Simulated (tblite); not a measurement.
# C4H12Si3: the cost of one run

Computed with tblite 0.8.0 and PySCF 2.14.0, with density-fitted response routines of our own, on a single molecule in the gas phase. Atoms are numbered from 0 throughout.

## Step 1: The molecule as given

19 atoms, charge 0, multiplicity 1; geometry from: force field or distance geometry start.

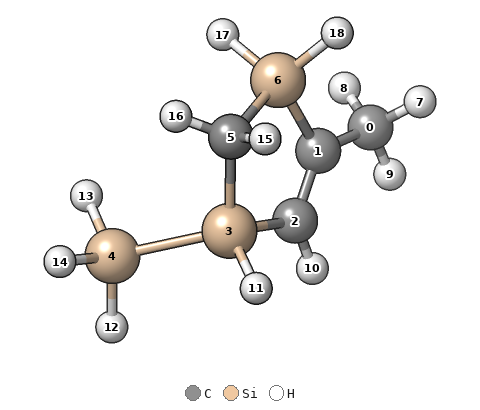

The starting geometry (carbon grey, silicon light orange, hydrogen white), atoms numbered.

## Step 2: Relaxing the molecule with GFN2-xTB

Job settings and geometry (Å):

```
{"job": {"kind": "relax", "xc": "GFN2-xTB", "basis": "xTB"}, "charge": 0, "multiplicity": 1}
C     -2.402700     1.586100     0.267000
C     -1.180700     0.763900     0.357500
C      0.092800     1.212900     0.487700
Si     1.398000    -0.090400     0.581700
Si     2.619300    -0.174800    -1.364400
C      0.419300    -1.709900     0.802700
Si    -1.310700    -1.112900     0.331500
H     -3.087000     1.382300     1.102600
H     -2.932100     1.394200    -0.672500
H     -2.178900     2.657100     0.305000
H      0.361800     2.259700     0.522700
H      2.264000     0.133400     1.775500
H      3.313000     1.121100    -1.595800
H      1.725700    -0.455100    -2.525700
H      3.630700    -1.250600    -1.294500
H      0.446700    -2.033800     1.861300
H      0.776600    -2.513800     0.161700
H     -1.644600    -1.567600    -1.039900
H     -2.321100    -1.592500     1.316500
```

Command:

```bash
> OMP_NUM_THREADS=1 python probes_run.py task.json out
```

One launch serves the whole session: the jobs run in the order shown.

Q: Estimate the wall time and peak memory of this first job on 1 thread of Intel Xeon at 2.50GHz, shared host.

About 3.3 s, with a peak of 0.18 GiB.
